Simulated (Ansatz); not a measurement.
# AlH···H2: what the fields show

Input file:

```
crystal:
  periodic: [false, false, false]
  atoms:
    - { symbol: Al, position_ang: [-1.097326, -0.253464, 0.522396] }
    - { symbol: H, position_ang: [1.600517, -0.016648, 1.048425] }
    - { symbol: H, position_ang: [1.631262, 0.136573, 0.346273] }
    - { symbol: H, position_ang: [-0.565253, 0.133539, -1.010994] }
basis:
  gaussian: { orbitals: def2-SVP }
hamiltonian:
  xc: r2scan
relax:
  f_tol: 0.03
  max_steps: 50
output:
  orbitals: {}
```

Command:

```sh
ansatz run input.yaml --threads 1 --pin off --max-ram 2048MiB --backend cpu --events-out ev --progress --plain --runs-dir out
```

The fields are those of the run's last geometry, not of the input's.

The calculation used RKS r2SCAN/def2-SVP in Ansatz.

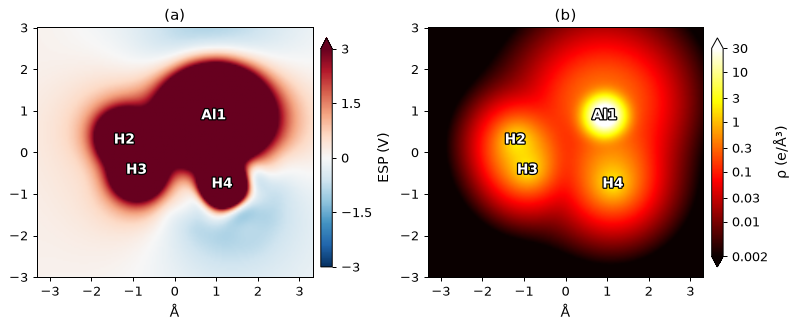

Figure 1. (a) molecular electrostatic potential; (b) electron density on the molecular plane.

What does the map show?

Answer. The plane passes through Al and H nuclei. Al1···H2 (2.23 Å): the density falls to about 0.15 e/Å³ on the way. H–H (0.78 Å): ρ is about 1.6 e/Å³ halfway. Al–H (1.66 Å): ρ at the midpoint is about 0.47 e/Å³. Outside the dense part of the complex the potential is most negative (−1.0 V) near H4.

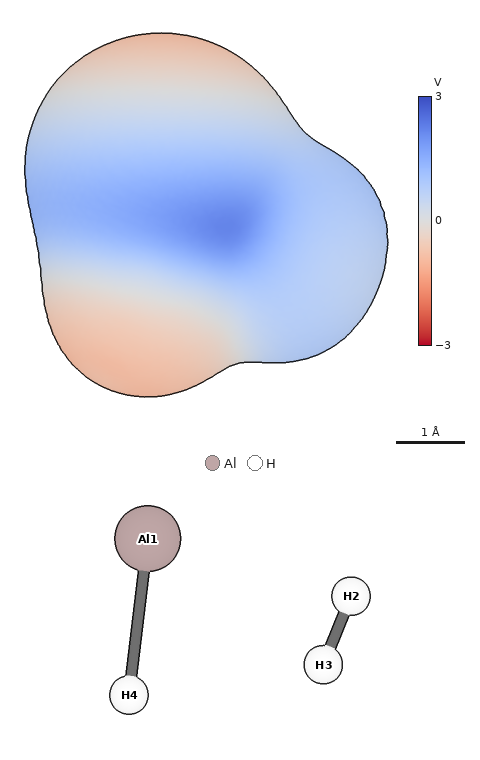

Figure 2. The electrostatic potential painted on the density surface at 0.002 e/bohr³, seen across its widest extent; the colour scale runs from red (negative) to blue (positive). The bare structure is drawn below in the same view.

Describe the electrostatic potential map.

Answer. The most negative region (about −0.9 V) lies over H4, the most positive (about +2.1 V) over Al1.

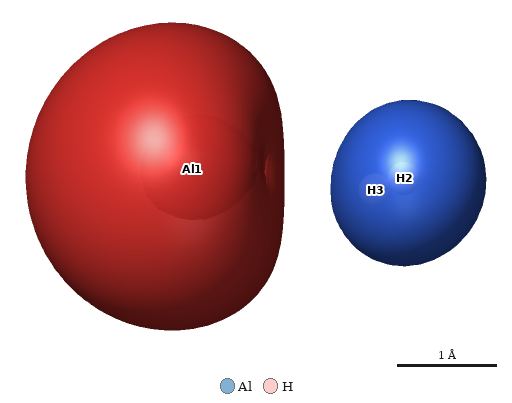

Figure 3. The HOMO−1 at ±0.1 Å⁻³ᐟ² (red and blue are the two phases), seen from one side.

What is the character of this orbital?

Answer. Its weight (Hirshfeld) is mainly on Al1 (about 50 %), H4 (about 35 %) and H2 (about 5 %); it is symmetric in the molecular plane (an in-plane orbital: σ, lone-pair or in-plane π type). Its energy is −8.48 eV.
